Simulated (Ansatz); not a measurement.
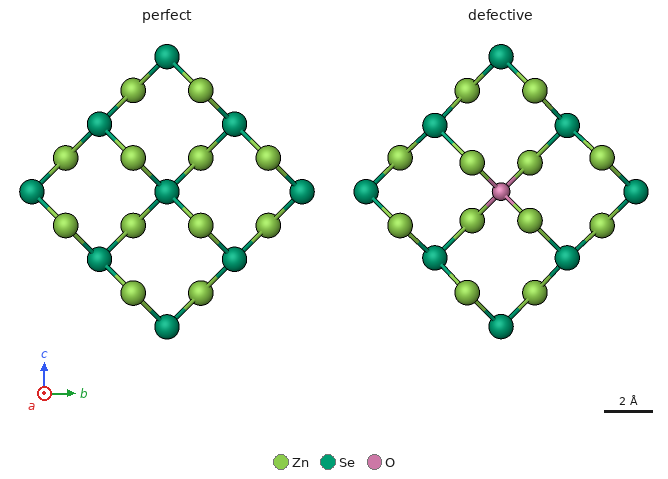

Left: perfect ZnSe. Right: the same region with one point defect, after relaxing the atoms in a supercell of 54 sites. Style: ball-and-stick. Shown: the atoms within 6.0 Å of one point, in a slice 4.2 Å thick across the line of sight, along the a axis.

These are results of Ansatz, DFT, PBE, plane-wave PAW, default files, scalar-relativistic, not measurements. (plane-wave cutoff 420 eV; k-point mesh 2 × 2 × 2; occupations fermi dirac; smearing width 0.01 eV; no spin polarisation) The axes drawn are those of the host's conventional cell.

Question: What kind of defect was made?

Answer: A selenium atom is replaced by oxygen.

The charge state of the cell is 0.

Question: What does the relaxation do around it?

Answer: In the host the Se atom has 4 Zn at 2.45 Å; the O atom ends with 4 Zn at 2.10 Å. Of the host's atoms, a zinc atom moves furthest from its site, by 0.35 Å. Relaxing the atoms from the host's sites lowers the energy by 1.30 eV.
